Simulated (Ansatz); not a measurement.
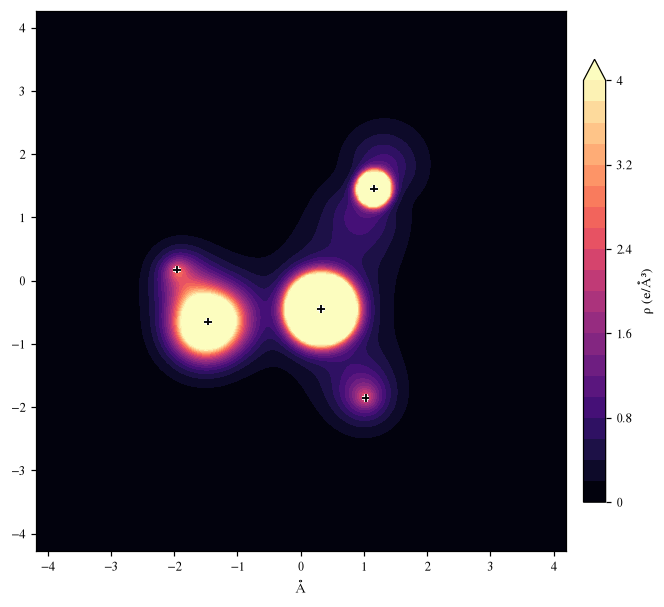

The electron density on a plane through atoms (crosses mark nuclei in the plane).

Theory: RKS PBE0-D4/def2-TZVPP (Ansatz).

Candidates:
A. BGaH₄O (SMILES [BH2][GaH][OH])
B. Al₂H₄O (SMILES [AlH2][O][AlH2])
C. C₂H₄AlNO

> Which system is this?

Candidate A: BGaH₄O on the plane of atoms Ga2, O3 and H7, which holds B, Ga, O and H. Ga–O (1.80 Å): the density is about 0.88 e/Å³ at the midpoint. Ga–B (2.08 Å): the density is about 0.68 e/Å³ at the midpoint.
